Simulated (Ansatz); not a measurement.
**GeH3O (doublet): inputs that go wrong at a displaced geometry (v1)**

3 inputs are run for GeH3O (doublet) as typed; the log has to tell whether the result can be used and what must change.

Method: the settings change from run to run; program: Ansatz 0.2.0, Gaussian basis.

16 further runs of the same task are left out: 1 for a known fault of the program, 3 that didn't finish, 12 set aside as unsound or not needed.

### Step 1. The system

The geometry is a PBE0/def2-TZVP stationary point (not a proven minimum) with its atoms shifted at random (size 0.040 Å). No spin-orbit coupling is included. The filled d shell of Ge may be among the frozen orbitals whatever the setting's name suggests; the logs give the count.

5 atoms, charge 0, spin multiplicity 2.

Atoms are counted from 1 here; the program's logs count them from 0.

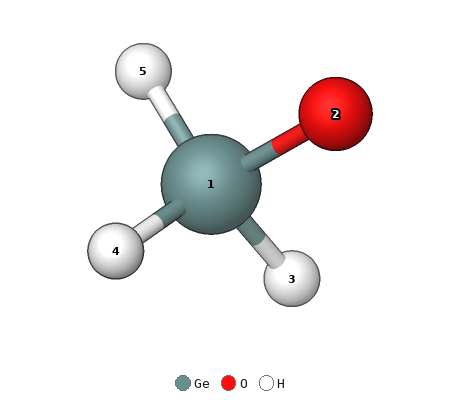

The structure; germanium teal, oxygen red, hydrogen white; atoms are numbered from 1 in the order of the file.

Geometry (Å):

```
Ge    0.0029    0.0026    0.3019
O    -0.0152   -0.0135   -1.5041
H     1.5547    0.0459    0.5637
H    -0.7409    1.2531    0.8009
H    -0.7831   -1.2711    0.7494
```

### Step 2. Attempt 1

Input file in.yaml:

```yaml
crystal:
  periodic: [false, false, false]
  atoms:
    - {symbol: Ge, position_ang: [0.002913, 0.002597, 0.301943]}
    - {symbol: O, position_ang: [-0.015164, -0.013546, -1.504057]}
    - {symbol: H, position_ang: [1.554688, 0.045879, 0.563736]}
    - {symbol: H, position_ang: [-0.740859, 1.253125, 0.800904]}
    - {symbol: H, position_ang: [-0.783051, -1.271149, 0.749414]}
basis:
  gaussian: {orbitals: cc-pVDZ, point_charges: [{charge: -1.00, position_ang: [4.299, -0.714, -0.338]}]}
magnetization: {spin_polarized: false, initial_magnetization: 1}
correlation: {method: sc_nevpt2, electrons: outside_noble_gas, active_space: {window: {electrons: 1, orbitals: 2}}}
scf: {lower_state_search: off}
output: {forces: true}
```

Run with:

```console
$ ansatz run in.yaml --threads 1 --pin off --events-out ev --progress --plain --max-ram 2393MiB
```

Standard output:

```text
Functional definition: HF
  name "HF"
  cite "Fock, Z. Phys. 61, 126 (1930) doi:10.1007/BF01340294"
  parent pbe
  exchange = exact_x
  correlation = 0
these checks for a lower state are left out or cut short: stability, starts, cluster_reference, orbital_swaps, neighbouring_geometries, increment
584 factors; integrals over basis functions are off by at most 9.4e-4 eV
mean field evaluation 1: about -58547.5099 eV, gradient 4.2e1 eV
mean field evaluation 2: about -58547.5262 eV, gradient 4.2e1 eV
mean field evaluation 4: about -58555.2351 eV, gradient 1.1e1 eV
mean field evaluation 8: about -58556.1850 eV, gradient 4.7e-1 eV
mean field evaluation 16: about -58556.1897 eV, gradient 5.0e-6 eV
mean field -58556.18974518 eV, -2151.9002823242 hartree, gradient 5.0e-6 eV, S^2 0.750000; 0 other end points of the search recorded, 0 dependent functions left out
reference -58556.18974518 eV, -2151.9002823242 hartree; 22, 21 occupied and 34, 35 virtual orbitals, 584 factors
state -58556.18974518 eV, -2151.9002823242 hartree
state -58556.18974518 eV, -2151.9002823242 hartree; corrected -58562.86348796 eV, -2152.1455378479 hartree
WARN: 1 active orbitals are nearly empty or full. The corrections depend on them more than the energy does, and are more stable in an active space without them
the calculation of the forces begins
Error: an active orbital is full or empty, and SC-NEVPT2 has no forces then: leave it out of the active space
```

It took 1 s on 1 thread of Intel Xeon 6975P-C, shared host.

**Diagnosis.** The run stopped with an error. It says: «an active orbital is full or empty, and SC-NEVPT2 has no forces then: leave it out of the active space». Cure: drop the forces, or choose an active space whose orbitals are all partly filled.

### Step 3. Attempt 2

Input file in.yaml:

```yaml
crystal:
  periodic: [false, false, false]
  atoms:
    - {symbol: Ge, position_ang: [0.001542, 0.001374, 0.159788]}
    - {symbol: O, position_ang: [-0.008025, -0.007169, -0.795947]}
    - {symbol: H, position_ang: [0.822741, 0.024279, 0.298329]}
    - {symbol: H, position_ang: [-0.392063, 0.663154, 0.423838]}
    - {symbol: H, position_ang: [-0.414391, -0.672692, 0.396590]}
basis:
  gaussian: {orbitals: cc-pVDZ}
magnetization: {spin_polarized: true, initial_magnetization: 1}
correlation: {method: mp2, electrons: outside_noble_gas}
accuracy: high
scf: {lower_state_search: light}
```

Launched as before.

Standard output, cut to the lines that bear on the results:

```text
Functional definition: HF
  name "HF"
  cite "Fock, Z. Phys. 61, 126 (1930) doi:10.1007/BF01340294"
  parent pbe
[...]
1242 factors; integrals over basis functions are off by at most 4.5e-9 eV
[...]
mean field -58446.74836202 eV, -2147.8783856752 hartree, gradient 7.7e-8 eV, S^2 0.757723; 6 other end points of the search recorded, 0 dependent functions left out
15 core orbitals not correlated: weight in the atoms' cores, before any rotation towards them, 0.884 or more for the frozen orbitals, at most 0.076 for the correlated occupied ones
reference -58446.74836202 eV, -2147.8783856752 hartree; 7, 6 occupied and 34, 35 virtual orbitals, 1242 factors
second order -6.55420476 eV of doubles, -0.00000000 eV of singles
Total energy: -58453.30256678 eV, -2148.1192482577 hartree
```

It took 1.6 s on 1 thread of Intel Xeon 6975P-C, shared host.

**Diagnosis.** The run converged, which proves nothing about the input. The coordinates are scaled by the bohr-ångström factor. The shortest distance is 0.81 Å, against 1.54 Å in the geometry of step 1. Its energy belongs to another geometry. Cure: restore the coordinates in ångström.

### Step 4. Attempt 3

Input file in.yaml:

```yaml
crystal:
  periodic: [false, false, false]
  atoms:
    - {symbol: Ge, position_ang: [0.001542, 0.001374, 0.159788]}
    - {symbol: O, position_ang: [-0.008025, -0.007169, -0.795947]}
    - {symbol: H, position_ang: [0.822741, 0.024279, 0.298329]}
    - {symbol: H, position_ang: [-0.392063, 0.663154, 0.423838]}
    - {symbol: H, position_ang: [-0.414391, -0.672692, 0.396590]}
basis:
  gaussian: {orbitals: cc-pVDZ}
magnetization: {spin_polarized: false, initial_magnetization: 1}
correlation: {active_space: {ras: {orbitals: [6, 1, 34], electrons: 13, max_holes: 2, max_particles: 2}, fixed_orbitals: true}}
scf: {lower_state_search: off}
```

Launched as before.

Standard output, cut to the lines that bear on the results:

```text
Functional definition: HF
  name "HF"
  cite "Fock, Z. Phys. 61, 126 (1930) doi:10.1007/BF01340294"
  parent pbe
[...]
586 factors; integrals over basis functions are off by at most 4.6e-4 eV
[...]
mean field -58446.61338419 eV, -2147.8734253315 hartree, gradient 3.7e-6 eV, S^2 0.750000; 0 other end points of the search recorded, 0 dependent functions left out
reference -58446.61338419 eV, -2147.8734253315 hartree; 22, 21 occupied and 34, 35 virtual orbitals, 586 factors
state -58453.40058042 eV, -2148.1228501924 hartree
Total energy: -58453.40058042 eV, -2148.1228501924 hartree
Checks for a lower state left out: stability, starts, cluster_reference, orbital_swaps, neighbouring_geometries, increment
```

It took 3.3 s on 1 thread of Intel Xeon 6975P-C, shared host.

What is wrong: The run converged, which proves nothing about the input. The coordinates are scaled by the bohr-ångström factor. The shortest distance is 0.81 Å, against 1.54 Å in the geometry of step 1. Its energy belongs to another geometry. Cure: restore the coordinates in ångström.

### Step 5. Summary

```csv
attempt,level,ended,cause,time
1,"NEVPT2(1,2)/cc-pVDZ",stopped by an error,"an active orbital is full or empty, and SC-NEVPT2 has no forces then: leave it out of the active space",1 s
2,MP2 on UHF/cc-pVDZ,converged,the coordinates are scaled by the bohr-ångström factor,1.6 s
3,CISD/cc-pVDZ,converged,the coordinates are scaled by the bohr-ångström factor,3.3 s
```

1 stopped by an error, 2 converged. The input that converges on a wrong geometry or spin is the dangerous one: no error points at it, so geometry and ⟨S²⟩ have to be checked.
